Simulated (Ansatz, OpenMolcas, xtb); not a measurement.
**Ligand exchange: BrCl + GaCl → Cl2 + GaBr**

Species: BrCl (bromine chloride), singlet; GaCl, singlet; Cl2 (chlorine), singlet; GaBr, singlet. The partners trade Br for Cl: Cl–Br and Ga–Cl bonds give way to Cl–Cl and Ga–Br.

Shapes, held fixed at every level: PBE0-D4/def2-TZVP; BrCl at the measured bond length. Programs: Ansatz 0.2.0, OpenMolcas 26.06, xtb 6.7.1. Electronic energies: no zero-point or thermal term.

```
                             level            kind  ΔE (kJ/mol)
                          GFN0-xTB  semi-empirical        +36.2
                         HF/STO-3G    Hartree–Fock       +106.5
                      SVWN5/STO-3G             LDA        +72.1
                       BLYP/STO-3G             GGA        +79.7
                        PBE/STO-3G             GGA        +75.6
                     r2SCAN/STO-3G        meta-GGA        +81.9
                      B3LYP/STO-3G   global hybrid        +86.9
                      BHLYP/STO-3G   global hybrid        +95.2
B3LYP/6-31G* (spherical functions)   global hybrid        +40.2
```

B3LYP/6-31G* (spherical functions) gives ΔE = +40.2 kJ/mol; the levels span +36.2 to +106.5. The median of the levels is +79.7. No measured value is set beside it here. Relativity is left out for Br, Ga. B3LYP/6-31G* (spherical functions) lies outside the range of all other levels here, so it shouldn't be taken on trust. Rows in sets without polarisation functions are far from converged.

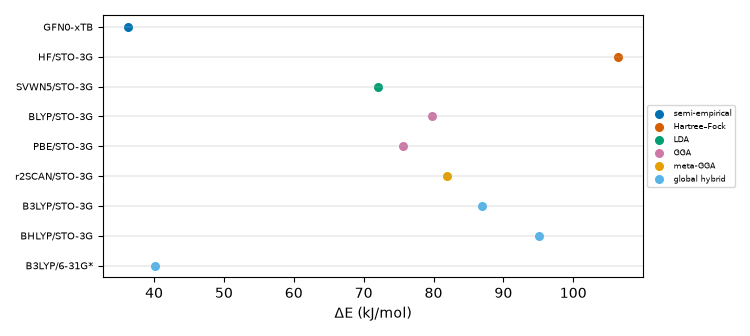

The values of the table, level by level.
